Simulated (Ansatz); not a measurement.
CH8OSi2···H2O

Input

```
crystal:
  periodic: [false, false, false]
  atoms:
    - { symbol: Si, position_ang: [-0.57098, 0.095726, 1.070814] }
    - { symbol: O, position_ang: [0.790756, -1.951749, -0.771098] }
    - { symbol: O, position_ang: [-0.188831, 0.702092, -0.447711] }
    - { symbol: Si, position_ang: [-0.789189, 1.416035, -1.819626] }
    - { symbol: H, position_ang: [-1.637483, -0.942849, 0.966888] }
    - { symbol: H, position_ang: [-1.106368, 1.23319, 1.88403] }
    - { symbol: H, position_ang: [1.093286, -1.078943, -0.484319] }
    - { symbol: C, position_ang: [1.004731, -0.556358, 1.838855] }
    - { symbol: H, position_ang: [0.29254, -1.761827, -1.573872] }
    - { symbol: H, position_ang: [-2.076561, 2.121456, -1.545237] }
    - { symbol: H, position_ang: [0.218589, 2.386599, -2.332573] }
    - { symbol: H, position_ang: [-1.024537, 0.362443, -2.854517] }
    - { symbol: H, position_ang: [1.246741, -1.582443, 1.536465] }
    - { symbol: H, position_ang: [0.900212, -0.553685, 2.936811] }
    - { symbol: H, position_ang: [1.847292, 0.110212, 1.595089] }
basis:
  gaussian: { orbitals: def2-SVP }
hamiltonian:
  xc: pbe0
  dispersion: d4
relax:
  f_tol: 0.03
  max_steps: 50
output:
  orbitals: {}
```

Command:

```sh
ansatz run input.yaml --threads 4 --pin off --max-ram 5120MiB --backend cpu --events-out ev --progress --plain --runs-dir out
```

The fields are those of the relaxed geometry.

Theory: Ansatz, RKS PBE0-D4/def2-SVP.

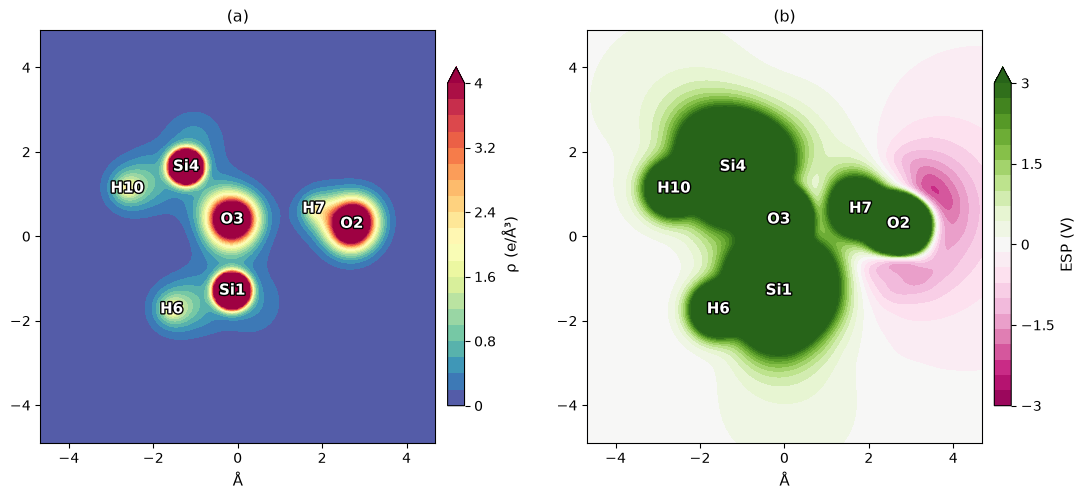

Figure 1. (a) total electron density; (b) molecular electrostatic potential on the plane of atoms O3, Si1 and H6.

**Interpret the plot.**

Atoms in the plane: Si, O and H. O3···H7 (1.96 Å): the density falls to about 0.18 e/Å³ on the way; a closed-shell contact with the geometry of a hydrogen bond. Si–O (1.67 Å): ρ is about 1 e/Å³ halfway. O–H (0.97 Å): ρ is about 3.7 e/Å³ halfway. Si–H (1.50 Å): the density is about 0.77 e/Å³ at the midpoint. Outside the dense part of the complex the potential is most negative (−2.2 V) near O2.

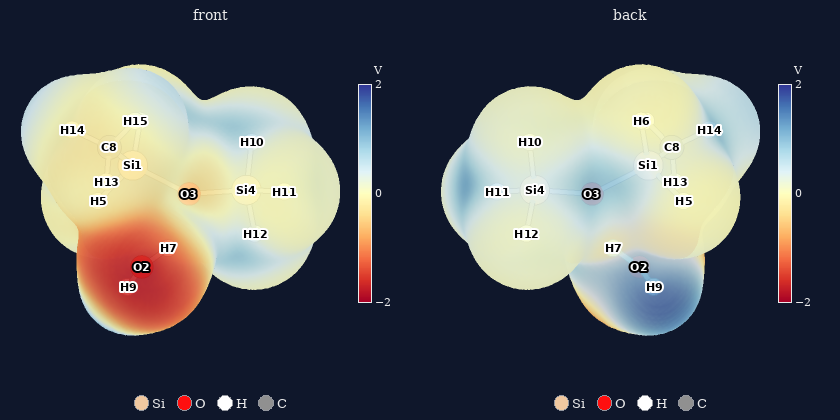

Figure 2. The electrostatic potential painted on the density surface at 0.001 e/bohr³, seen from the front and from behind; the colour scale runs from red (negative) to blue (positive).

**Where is the surface potential most negative and most positive?**

The most negative region (about −1.7 V, or −39 kcal/mol for a unit charge) lies over O2, the most positive (about +1.5 V, or +35 kcal/mol for a unit charge) over H9. O2 is the likeliest acceptor of a hydrogen bond.

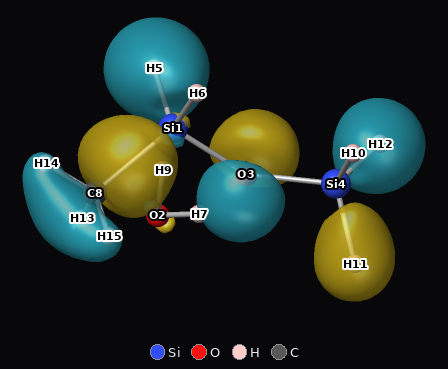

Figure 3. The HOMO−1 at ±0.1 Å⁻³ᐟ² (yellow and cyan are the two phases), seen from one side.

**Describe this orbital and give its energy.**

By Hirshfeld shares it lies mainly on O3 (about 30 %), C8 (about 15 %), Si1 (about 15 %), H5 (about 10 %), Si4 (about 10 %) and H12 (about 10 %). Its energy is −8.55 eV.
